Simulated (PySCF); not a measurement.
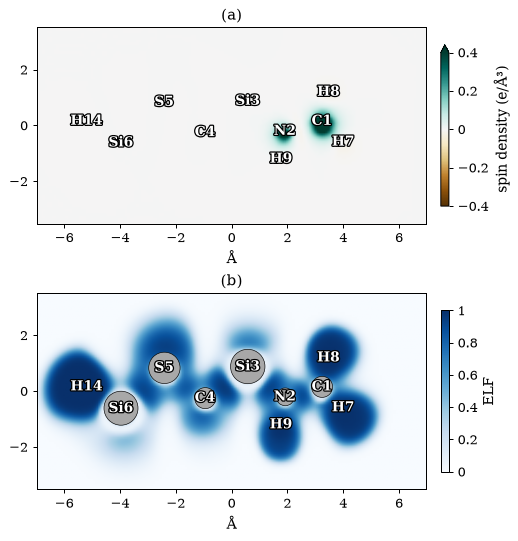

*C2H10NSSi2 (SMILES [CH2]N[SiH2]CS[SiH3]) (doublet). (a) spin density; (b) electron localisation function on the plane of atoms Si3, N2 and H9. Grey discs cover the atomic cores in the ELF map.*

Geometry: GFN2-xTB.

Computed with UKS B3LYP, pcH-1 on C H N S Si, non-relativistic, mean-field spin-orbit, GIAO in PySCF 2.14.0, density-fitted response routines.

```xyz
16

C    -3.6064   -0.3169    0.3457
N    -2.2993    0.0450    0.1787
Si   -0.9230   -0.8916    0.6450
C     0.5656    0.1886    0.1720
S     2.0629   -0.7996    0.5119
Si    3.5688    0.6680    0.1244
H    -4.3908    0.3072   -0.0263
H    -3.8102   -1.2700    0.7815
H    -2.1847    0.9516   -0.2490
H    -0.9062   -1.1401    2.0931
H    -0.8802   -2.1670   -0.0803
H     0.5831    0.4576   -0.8818
H     0.6289    1.0979    0.7654
H     4.8152   -0.0434    0.3291
H     3.3944    1.1474   -1.2438
H     3.3742    1.7742    1.0579
```

### Interpret the plot.

- Atoms in the plane: C, N, Si, S and H.
- C–N (1.37 Å): the ELF peaks at about 0.85 between the atoms, as expected for localised, covalent bonding.
- Si–N (1.73 Å): the ELF peaks at about 0.90 between the atoms: a shared but strongly polarised pair.
- C–S (1.83 Å): the ELF peaks at about 0.85 between the atoms: a covalent bond.
- C–Si (1.90 Å): the ELF peaks at about 0.95 between the atoms: a covalent bond.
- Si–S (2.14 Å): the ELF peaks at about 0.90 between the atoms; a covalent bond.
- The ELF also peaks beside S5, away from the bonds: non-bonding electrons, paired or unpaired.
- The unpaired spin (1 electron) lies mostly on C1 (about 0.6) and N2 (about 0.2), in electrons by Hirshfeld's partition.
